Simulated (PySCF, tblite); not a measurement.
# C3H11NSi2: dynamics, then NMR shifts on frames

Aim: move C3H11NSi2 (`CN[SiH2]/C=C/[SiH3]`) away from its starting geometry and see how NMR shifts follow the geometry.

Programs: tblite 0.8.0 and PySCF 2.14.0, with density-fitted response routines of our own. Each step states its level of theory. These are calculated values for one molecule in the gas phase, unless marked as measured. Atoms are numbered from 0 throughout.

### 1 The molecule as given

17 atoms, charge 0, multiplicity 1; geometry from: GFN2-xTB.

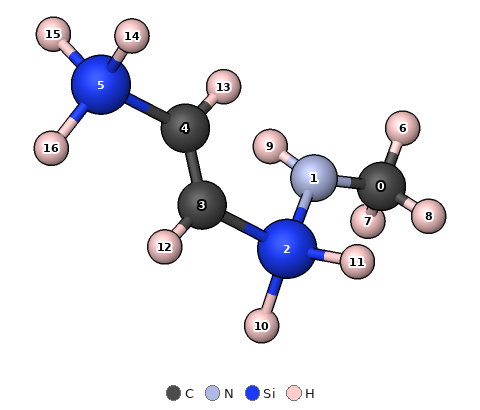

As it starts; carbon dark grey, nitrogen light blue, silicon blue, hydrogen pink, atoms numbered.

### 2 A short Langevin run with GFN2-xTB

Job settings and geometry (Å):

```
{"job": {"kind": "md", "xc": "GFN2-xTB", "basis": "xTB", "temperature": 600, "steps": 2000, "every": 50, "frames": 5}, "charge": 0, "multiplicity": 1}
C     -3.036797     0.760879     0.126138
N     -1.663302     0.322820     0.123043
Si    -0.907163    -0.397109    -1.242549
C      0.897028    -0.634823    -0.765870
C      1.546199     0.025631     0.190257
Si     3.353490    -0.204741     0.652744
H     -3.182981     1.541765     0.875700
H     -3.740391    -0.053598     0.334479
H     -3.274388     1.170410    -0.852946
H     -1.373748     0.007014     1.037112
H     -1.454927    -1.701677    -1.666392
H     -1.072997     0.560223    -2.342859
H      1.448039    -1.365790    -1.346055
H      0.988228     0.763142     0.757943
H      4.095281     1.030594     0.380732
H      3.445097    -0.503209     2.086737
H      3.926334    -1.309500    -0.118333
```

Level: GFN2-xTB Langevin dynamics, gas phase.

The run is started by

```bash
> OMP_NUM_THREADS=1 python probes_run.py task.json out
```

This one command runs all jobs of the session in turn.

The log of the run:

```text
t/fs     T/K      E/eV
    0.0   518.0   -500.18662
   25.0   323.8   -499.48751
   50.0   404.4   -499.11629
   75.0   506.5   -499.17084
  100.0   387.8   -499.15732
  125.0   521.0   -499.05932
  150.0   531.0   -498.98930
  175.0   765.3   -499.18632
  200.0   694.7   -499.30427
  225.0   769.1   -499.22418
  250.0   757.0   -499.28407
  275.0   465.4   -498.92153
  300.0   466.8   -498.76337
  325.0   519.7   -499.09474
  350.0   528.7   -499.09466
  375.0   513.5   -499.24020
  400.0   596.5   -499.58437
  425.0   447.9   -499.31669
  450.0   481.9   -499.33193
  475.0   325.7   -498.97398
  500.0   588.9   -499.18945
  525.0   482.9   -499.23050
  550.0   628.6   -499.26431
  575.0   577.1   -499.04658
  600.0   538.8   -499.07443
  625.0   567.7   -499.13654
  650.0   564.4   -499.35147
  675.0   600.6   -499.21562
  700.0   611.8   -499.25788
  725.0   531.2   -499.06360
  750.0   672.3   -498.97886
  775.0   672.1   -499.23576
  800.0   533.5   -498.86575
  825.0   738.1   -498.89199
  850.0   782.5   -499.02912
  875.0   748.4   -499.00562
  900.0   739.8   -499.11523
  925.0   569.7   -498.86192
  950.0   661.4   -498.87343
  975.0   628.6   -498.67993
 1000.0   568.4   -498.46021
```

Run time: 22 s. Hardware: 1 thread, shared host.

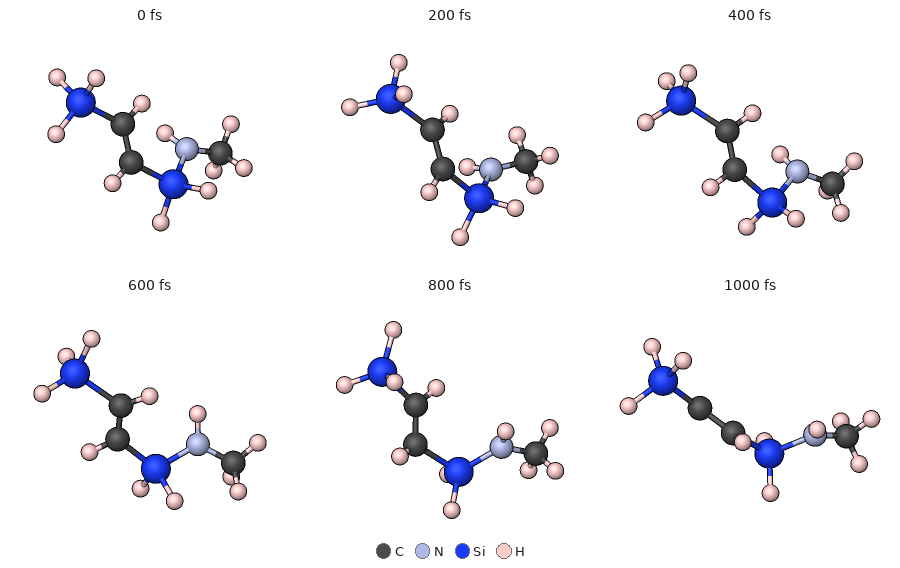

Frames of the run.

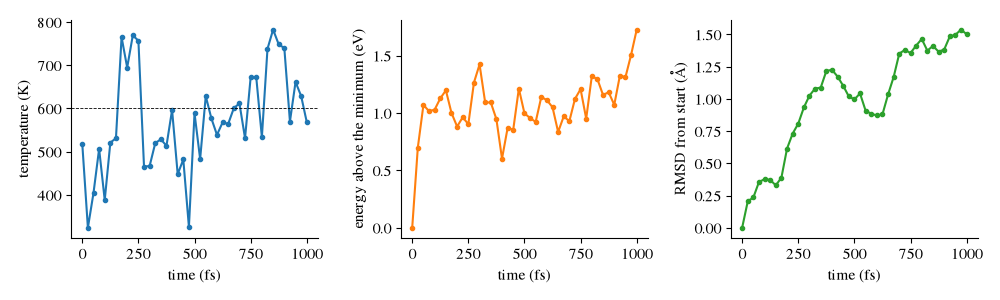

Temperature, potential energy and distance from the start.

Positions (Å) and forces (eV/Å) at 1000 fs:

```xyz
17

C    -4.265    2.553    0.547   -3.468    2.690    2.088
N    -3.022    2.079    0.503    5.310   -2.079   -0.151
Si   -2.630    0.429    0.916   -0.517    2.135    3.138
C    -0.795    0.382    1.151    4.471    0.609   -0.277
C     0.060    0.093    2.232   -3.450    0.877   -3.249
Si    1.841    0.119    2.750    0.768    1.613   -0.065
H    -4.738    2.420    1.584    0.442   -0.278   -1.006
H    -4.952    2.191   -0.164   -1.054   -1.007   -1.102
H    -4.330    3.632    0.431    0.296    0.580   -0.124
H    -2.253    2.560   -0.013   -1.367   -0.171    0.530
H    -3.486    0.123    2.166    0.663    0.110   -0.820
H    -2.930   -0.339   -0.158   -0.814   -2.152   -2.434
H    -0.278    0.758    0.146   -0.681   -0.720    1.804
H    -0.669   -0.168    2.946   -0.038   -0.605    1.737
H     2.424   -1.193    2.470    0.168    0.111   -0.133
H     2.655    1.461    2.151   -0.876   -1.667    0.564
H     1.767    0.314    4.234    0.146   -0.048   -0.501
```

### 3 Nuclear shieldings: 250 fs, PBE0/pcSseg-1

Job settings and geometry (Å):

```
{"job": {"kind": "nmr", "xc": "PBE0", "basis": "pcSseg-1", "pop": false}, "charge": 0, "multiplicity": 1}
C     -3.384800     0.916100     0.209900
N     -2.322000    -0.044200     0.199200
Si    -1.185600    -0.209100    -1.138500
C      0.574500    -0.241200    -0.564900
C      0.925500     0.191500     0.657500
Si     2.714100     0.414200     1.182100
H     -4.298400     0.443000     0.713600
H     -3.681800     0.938400    -0.824400
H     -3.314600     2.055900     0.475700
H     -2.080400    -0.473400     1.093200
H     -1.458700    -1.185800    -2.151200
H     -1.173200     1.004100    -1.919000
H      1.404200    -0.397200    -1.220300
H      0.057100     0.501400     1.254100
H      3.278900     1.214000     0.051500
H      2.947300     1.000000     2.458000
H      3.510800    -0.761400     1.182800
```

With the program's defaults for keys left out, this is: GIAO PBE0/pcSseg-1 NMR shielding, non-relativistic, gas phase.

The log of the run:

```text
coarse grid: 14392 points
cycle   1  E = -754.0450560860  dE =  3.061e-01  |g| = 4.205e-01  |ddm| = 3.587e+00
cycle   2  E = -754.0257075143  dE =  1.935e-02  |g| = 5.142e-01  |ddm| = 8.523e-01
cycle   3  E = -754.0879898661  dE = -6.228e-02  |g| = 5.602e-02  |ddm| = 5.192e-01
cycle   4  E = -754.0885390947  dE = -5.492e-04  |g| = 2.638e-02  |ddm| = 6.963e-02
cycle   5  E = -754.0886989774  dE = -1.599e-04  |g| = 4.978e-03  |ddm| = 2.584e-02
cycle   6  E = -754.0887056662  dE = -6.689e-06  |g| = 1.030e-03  |ddm| = 6.964e-03
final grid: 127560 points
cycle   7  E = -754.1203411691  dE = -1.922e-05  |g| = 7.623e-03  |ddm| = 2.058e-02
cycle   8  E = -754.1203298240  dE =  1.135e-05  |g| = 1.029e-02  |ddm| = 1.597e-02
cycle   9  E = -754.1203553573  dE = -2.553e-05  |g| = 1.141e-03  |ddm| = 9.366e-03
cycle  10  E = -754.1203556538  dE = -2.965e-07  |g| = 3.052e-04  |ddm| = 1.102e-03
cycle  11  E = -754.1203556763  dE = -2.252e-08  |g| = 9.611e-05  |ddm| = 3.104e-04
cycle  12  E = -754.1203556783  dE = -2.034e-09  |g| = 2.675e-05  |ddm| = 9.364e-05
cycle  13  E = -754.1203556785  dE = -1.737e-10  |g| = 4.046e-06  |ddm| = 2.889e-05
converged SCF energy = -754.1203556785

GIAO shielding tensors (ppm)
atom      isotropic    diamagn.    paramagn.     s11        s22        s33       span
  0 C      149.694     232.535     -82.842    117.956    148.674    182.451     64.494
  1 N      263.205     327.488     -64.283    219.755    261.833    308.027     88.272
  2 Si     391.251     882.609    -491.358    336.541    363.199    474.014    137.473
  3 C       20.632     262.012    -241.380   -114.561      8.796    167.660    282.221
  4 C       36.059     261.109    -225.050    -98.319     24.758    181.739    280.058
  5 Si     434.816     880.279    -445.464    389.045    425.668    489.734    100.690
  6 H       27.485      22.803       4.682     21.819     25.724     34.912     13.092
  7 H       28.850      26.006       2.844     23.371     27.649     35.532     12.161
  8 H       27.232      24.520       2.711     22.723     24.802     34.169     11.446
  9 H       31.493      35.390      -3.897     22.771     30.046     41.663     18.892
 10 H       27.032      30.515      -3.483     22.963     25.362     32.770      9.807
 11 H       26.947      31.761      -4.814     24.433     25.671     30.737      6.303
 12 H       24.671      34.496      -9.825     20.360     24.589     29.065      8.704
 13 H       24.511      35.905     -11.394     21.308     22.543     29.682      8.375
 14 H       27.103      28.568      -1.465     23.723     26.146     31.441      7.718
 15 H       28.145      29.207      -1.062     24.674     26.457     33.304      8.630
 16 H       28.104      29.642      -1.538     25.024     26.499     32.790      7.767
```

Wall time 43 s (1 thread, shared host).

Shifts follow as δ = σ(reference) − σ, with reference shieldings (ppm) from runs at the same level and on the same kind of geometry: ¹H TMS 31.72, ¹³C TMS 186.9, ²⁹Si TMS 349.2, ¹⁵N NH3 267.7. The references are single molecules in the gas phase, so shifts against H2O, NH3, PH3, H3PO4 or CFCl3 are not on the usual liquid scales and can be off by tens of ppm. Each atom is listed at this fixed geometry, with no averaging over motion; a spectrum would average atoms that exchange fast.

```csv
atoms,environment,σ (ppm),δ (ppm)
C3,alkene CH,20.6,166.3
C4,alkene CH,36.1,150.9
C0,methyl carbon bonded to N,149.7,37.2
H13,hydrogen on an alkene CH,24.51,7.21
H12,hydrogen on an alkene CH,24.67,7.05
H11,"hydrogen on a silicon bonded to C, N",26.95,4.77
H10,"hydrogen on a silicon bonded to C, N",27.03,4.69
H14,hydrogen on a silicon bonded to C,27.10,4.61
H8,hydrogen on a methyl carbon bonded to N,27.23,4.49
H6,hydrogen on a methyl carbon bonded to N,27.49,4.23
H16,hydrogen on a silicon bonded to C,28.10,3.61
H15,hydrogen on a silicon bonded to C,28.14,3.57
H7,hydrogen on a methyl carbon bonded to N,28.85,2.87
H9,"hydrogen on a nitrogen bonded to C, Si",31.49,0.22
N1,"nitrogen bonded to C, Si, H",263.2,4.5
Si2,"silicon bonded to C, N, 2 H",391.3,-42.1
Si5,"silicon bonded to C, 3 H",434.8,-85.7
```

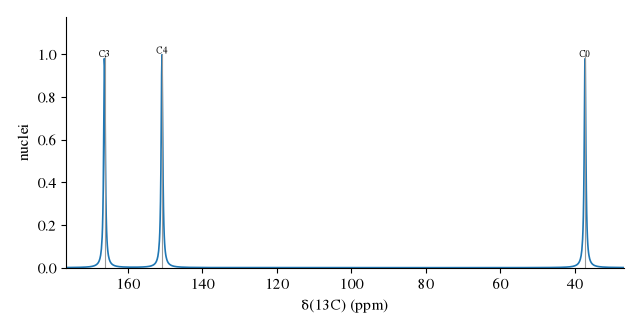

¹³C lines at the computed shifts, without couplings. Lines are broadened to a width of 0.52 ppm (Lorentzian).

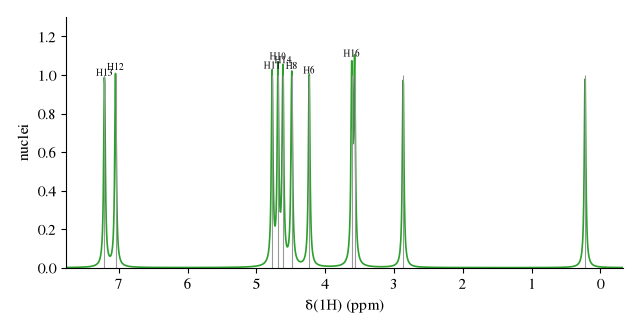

¹H lines at the computed shifts, without couplings. Lines are broadened to a width of 0.03 ppm (Lorentzian).

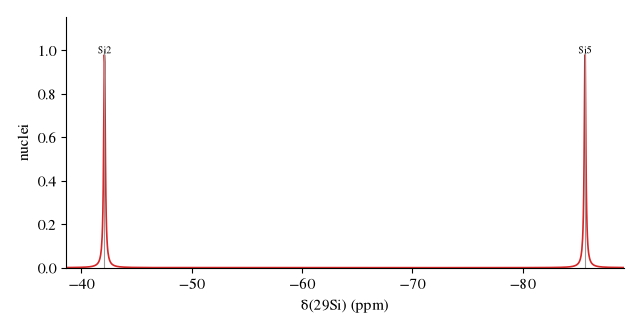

²⁹Si lines at the computed shifts, without couplings. Lines are broadened to a width of 0.17 ppm (Lorentzian).

The fields below are evaluated on a grid from the run's orbitals.

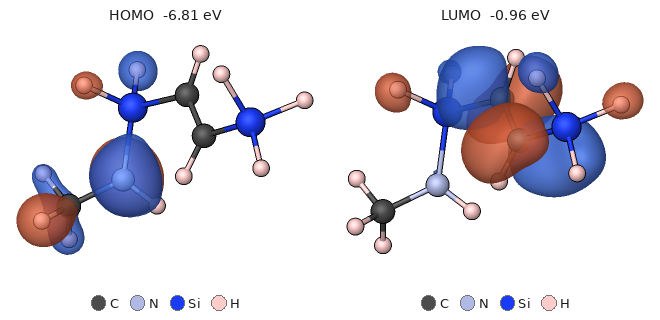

PBE0/pcSseg-1 orbitals near the gap, drawn at the value that encloses 70 % of each; the two colours are the two signs.

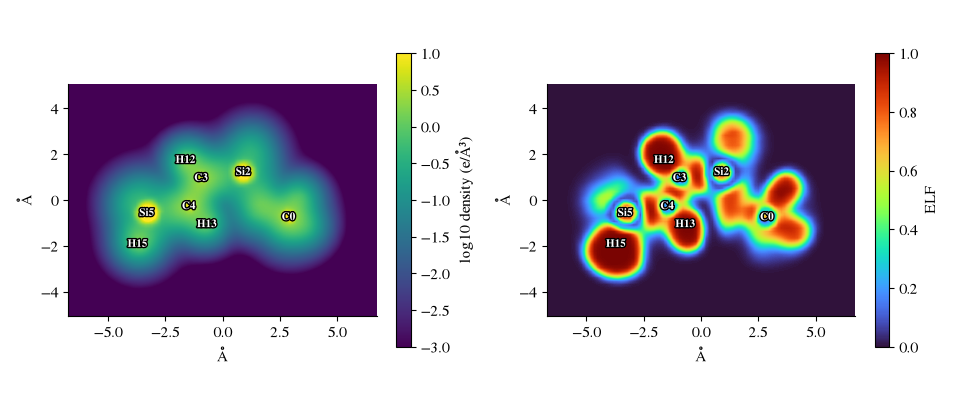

Density (left) and ELF (right) in a plane through or near 8 of the atoms.

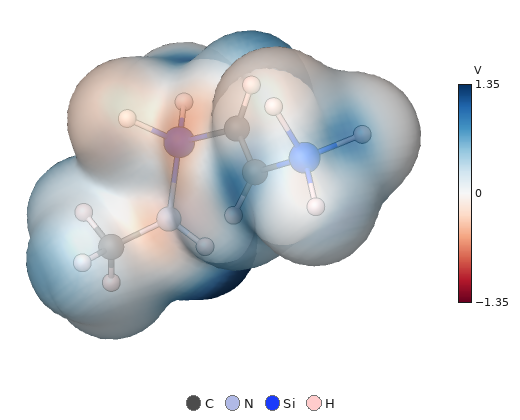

The potential that a unit positive charge feels on the 0.002 e/bohr³ surface, from the 1st to the 99th percentile, from -0.64 V near N1 to 1.35 V near H9.

### 4 Shielding tensors: 425 fs, PBE0/pcSseg-1

Job settings and geometry (Å):

```
{"job": {"kind": "nmr", "xc": "PBE0", "basis": "pcSseg-1", "pop": false}, "charge": 0, "multiplicity": 1}
C     -3.714900     1.316800     0.018500
N     -2.315300     1.064600     0.197100
Si    -1.266800    -0.105400    -0.637300
C      0.453200    -0.006900     0.183900
C      0.874100     0.900100     1.037200
Si     2.351300     0.372700     2.086000
H     -3.999900     1.589000    -1.001100
H     -3.920400     2.161300     0.684100
H     -4.418900     0.466200     0.362000
H     -2.029000     1.300000     1.152700
H     -1.717800    -1.628800    -0.211000
H     -1.425400    -0.156500    -2.158800
H      1.126700    -0.855100     0.063000
H      0.228800     1.708000     1.193800
H      2.613800    -1.054300     1.677500
H      3.393400     1.350900     2.235100
H      1.721400     0.287500     3.438000
```

With the program's defaults for keys left out, this is: GIAO PBE0/pcSseg-1 NMR shielding, non-relativistic, gas phase.

The log of the run:

```text
coarse grid: 14392 points
cycle   1  E = -754.0401845857  dE =  2.141e-01  |g| = 4.532e-01  |ddm| = 3.570e+00
cycle   2  E = -754.0088197720  dE =  3.136e-02  |g| = 5.819e-01  |ddm| = 9.336e-01
cycle   3  E = -754.0899221633  dE = -8.110e-02  |g| = 6.586e-02  |ddm| = 5.996e-01
cycle   4  E = -754.0906931004  dE = -7.709e-04  |g| = 3.159e-02  |ddm| = 8.248e-02
cycle   5  E = -754.0909236102  dE = -2.305e-04  |g| = 7.451e-03  |ddm| = 3.031e-02
cycle   6  E = -754.0909357549  dE = -1.214e-05  |g| = 3.403e-03  |ddm| = 9.078e-03
cycle   7  E = -754.0909386280  dE = -2.873e-06  |g| = 4.726e-04  |ddm| = 3.027e-03
final grid: 127560 points
cycle   8  E = -754.1232931276  dE = -2.184e-05  |g| = 7.227e-03  |ddm| = 2.035e-02
cycle   9  E = -754.1232847362  dE =  8.391e-06  |g| = 9.282e-03  |ddm| = 1.474e-02
cycle  10  E = -754.1233061124  dE = -2.138e-05  |g| = 9.531e-04  |ddm| = 8.730e-03
cycle  11  E = -754.1233062944  dE = -1.819e-07  |g| = 2.912e-04  |ddm| = 9.768e-04
cycle  12  E = -754.1233063132  dE = -1.882e-08  |g| = 7.367e-05  |ddm| = 2.599e-04
cycle  13  E = -754.1233063142  dE = -1.053e-09  |g| = 3.294e-05  |ddm| = 7.491e-05
cycle  14  E = -754.1233063145  dE = -2.649e-10  |g| = 5.969e-06  |ddm| = 3.225e-05
converged SCF energy = -754.1233063145

GIAO shielding tensors (ppm)
atom      isotropic    diamagn.    paramagn.     s11        s22        s33       span
  0 C      150.459     235.156     -84.698    120.642    147.084    183.650     63.009
  1 N      250.978     329.207     -78.229    212.244    244.278    296.412     84.168
  2 Si     390.677     881.455    -490.778    349.529    363.058    459.445    109.916
  3 C       25.793     264.629    -238.836    -96.115     30.246    143.249    239.364
  4 C       36.897     261.473    -224.575    -93.068     21.994    181.766    274.834
  5 Si     404.055     880.032    -475.977    318.508    418.048    475.609    157.101
  6 H       28.720      25.619       3.101     24.236     26.709     35.217     10.981
  7 H       28.344      24.995       3.349     22.891     26.710     35.430     12.540
  8 H       27.553      24.185       3.368     22.552     25.502     34.604     12.052
  9 H       31.042      37.313      -6.271     20.426     31.831     40.870     20.444
 10 H       25.140      29.179      -4.039     22.441     23.438     29.540      7.098
 11 H       25.529      29.290      -3.761     22.902     23.805     29.880      6.978
 12 H       24.558      36.238     -11.679     21.493     23.482     28.699      7.206
 13 H       25.358      36.850     -11.492     21.023     24.953     30.097      9.075
 14 H       26.888      28.855      -1.967     24.095     26.468     30.102      6.007
 15 H       27.306      28.790      -1.484     24.102     25.416     32.401      8.299
 16 H       26.955      28.796      -1.841     24.040     25.832     30.994      6.954
```

Run time: 32 s. Hardware: 1 thread, shared host.

This run: δ C3 161.1, C4 150.0, C0 36.5, N1 16.8, H12 7.16, H10 6.58 ppm.

### 5 Nuclear shieldings: 625 fs, PBE0/pcSseg-1

Job settings and geometry (Å):

```
{"job": {"kind": "nmr", "xc": "PBE0", "basis": "pcSseg-1", "pop": false}, "charge": 0, "multiplicity": 1}
C     -3.649900     1.665200    -0.363800
N     -2.731500     1.183000     0.561600
Si    -1.801500    -0.279100     0.183100
C      0.022000    -0.298600     1.012900
C      0.777100     0.754900     1.347800
Si     2.313600     0.669400     2.344900
H     -3.434300     1.439500    -1.447900
H     -3.847000     2.683700    -0.182700
H     -4.525900     1.046900    -0.262000
H     -2.626800     1.665500     1.377500
H     -2.542000    -1.349800     0.784500
H     -1.534800    -0.658400    -1.235800
H      0.328700    -1.297900     1.125000
H      0.277800     1.734700     1.146700
H      2.900400    -0.458800     1.626700
H      3.031900     1.870700     2.032100
H      2.323800     0.492100     3.874400
```

Method: GIAO PBE0/pcSseg-1 NMR shielding, non-relativistic, gas phase.

The log of the run:

```text
coarse grid: 14392 points
cycle   1  E = -754.0212134622  dE =  3.619e-01  |g| = 4.729e-01  |ddm| = 3.609e+00
cycle   2  E = -753.9873282306  dE =  3.389e-02  |g| = 6.089e-01  |ddm| = 1.044e+00
cycle   3  E = -754.0751227484  dE = -8.779e-02  |g| = 5.842e-02  |ddm| = 6.547e-01
cycle   4  E = -754.0756208075  dE = -4.981e-04  |g| = 3.420e-02  |ddm| = 7.877e-02
cycle   5  E = -754.0759028312  dE = -2.820e-04  |g| = 9.054e-03  |ddm| = 3.424e-02
cycle   6  E = -754.0759207720  dE = -1.794e-05  |g| = 3.657e-03  |ddm| = 9.330e-03
cycle   7  E = -754.0759240583  dE = -3.286e-06  |g| = 4.508e-04  |ddm| = 3.324e-03
final grid: 127560 points
cycle   8  E = -754.1086854549  dE = -2.515e-05  |g| = 6.960e-03  |ddm| = 2.081e-02
cycle   9  E = -754.1086789317  dE =  6.523e-06  |g| = 8.650e-03  |ddm| = 1.477e-02
cycle  10  E = -754.1086975377  dE = -1.861e-05  |g| = 7.404e-04  |ddm| = 8.366e-03
cycle  11  E = -754.1086976393  dE = -1.016e-07  |g| = 2.750e-04  |ddm| = 8.090e-04
cycle  12  E = -754.1086976560  dE = -1.668e-08  |g| = 8.579e-05  |ddm| = 2.743e-04
cycle  13  E = -754.1086976577  dE = -1.633e-09  |g| = 3.164e-05  |ddm| = 8.344e-05
cycle  14  E = -754.1086976579  dE = -2.390e-10  |g| = 6.970e-06  |ddm| = 3.382e-05
converged SCF energy = -754.1086976579

GIAO shielding tensors (ppm)
atom      isotropic    diamagn.    paramagn.     s11        s22        s33       span
  0 C      158.363     236.531     -78.168    129.285    150.905    194.900     65.615
  1 N      281.352     329.187     -47.835    225.243    302.610    316.201     90.958
  2 Si     381.032     881.673    -500.640    338.913    351.243    452.941    114.028
  3 C       11.102     263.586    -252.484   -111.157    -10.975    155.439    266.596
  4 C       41.630     256.711    -215.082    -82.220     24.815    182.294    264.514
  5 Si     434.321     880.822    -446.500    401.934    422.893    478.137     76.203
  6 H       28.365      26.954       1.411     24.094     26.774     34.227     10.132
  7 H       29.435      26.433       3.002     24.489     26.770     37.046     12.557
  8 H       28.559      24.502       4.057     21.872     27.175     36.630     14.758
  9 H       33.790      37.825      -4.035     24.422     31.602     45.347     20.924
 10 H       26.896      31.297      -4.401     22.746     25.351     32.591      9.845
 11 H       26.031      30.924      -4.893     23.582     24.773     29.738      6.156
 12 H       24.407      35.978     -11.571     18.520     25.736     28.964     10.443
 13 H       24.495      34.095      -9.600     21.789     22.801     28.894      7.104
 14 H       27.381      29.612      -2.231     23.916     26.701     31.525      7.609
 15 H       27.938      29.757      -1.819     24.594     26.418     32.803      8.209
 16 H       26.566      27.490      -0.924     23.869     24.750     31.080      7.212
```

Wall time 31 s (1 thread, shared host).

In short: δ C3 175.8, C4 145.3, C0 28.6, N1 -13.6, H12 7.31, H13 7.22 ppm.

[end of part 1 of 2]
